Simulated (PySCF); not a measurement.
SMILES C=CC[SiH2]N, singlet at its GFN2-xTB optimised geometry (Å):

```
14

C      2.1234     1.1905    -1.2053
C      1.6410    -0.0406    -1.1995
C      1.1153    -0.7375     0.0000
Si    -0.7948    -0.7375     0.0000
N     -1.2318     0.9253     0.0000
H      2.4699     1.6680    -2.1065
H      2.2025     1.7683    -0.2983
H      1.5745    -0.5963    -2.1271
H      1.4678    -1.7683     0.0152
H      1.4733    -0.2472     0.9044
H     -1.3230    -1.3092     1.2393
H     -1.2700    -1.5258    -1.1505
H     -0.6819     1.5673    -0.5492
H     -2.2025     1.1899    -0.0204
```

Computed with PBE/def2-TZVP (PySCF).

Map of the electron localisation function on the plane z = 0.8 Å:

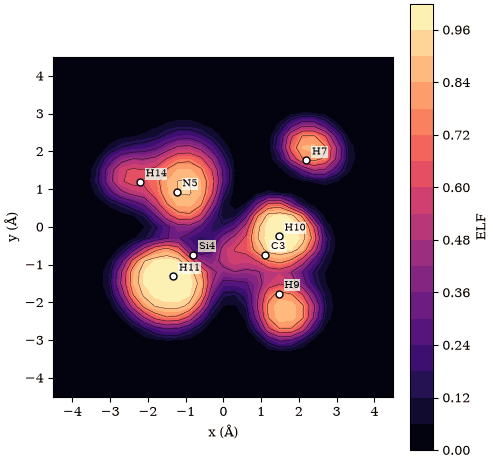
Figure. Electron localisation function on the plane z = 0.8 Å.
